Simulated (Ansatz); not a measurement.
The figure comes from a scan of KBr (rock salt): one Br atom of a 2-atom cell moves by s towards the nearest neighbour, with its periodic images. Calculation: PBE (plane waves to 420 eV, PAW, scalar-relativistic; Ansatz, an electronic-structure program). k mesh 7×7×7 (Γ-centred), Fermi-Dirac smearing 0.05 eV. E stands for the smeared free energy. Left out: 2 of 11 points, with atoms too close for the PAW data. KBr was relaxed with its symmetry unable to fall. The zero of ΔE is the undisplaced structure.

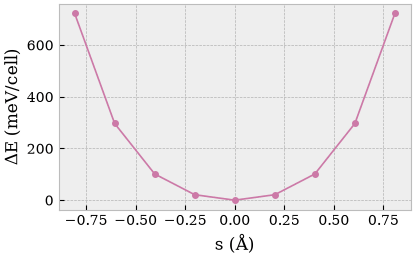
ΔE (meV/cell) against s (Å); computed points joined by lines.

### Question
List the plotted points as numbers.

### Answer
To the nearest 10:

```
s (Å)   ΔE (meV/cell)
------  -------------
-0.808            720
-0.606            300
-0.404            100
-0.202             20
0.000               0
0.202              20
0.404             100
0.606             300
0.808             720
```

(A displaced cell: forces are minus the slopes of the energy, force constants its curvatures, and phonons follow from these.)
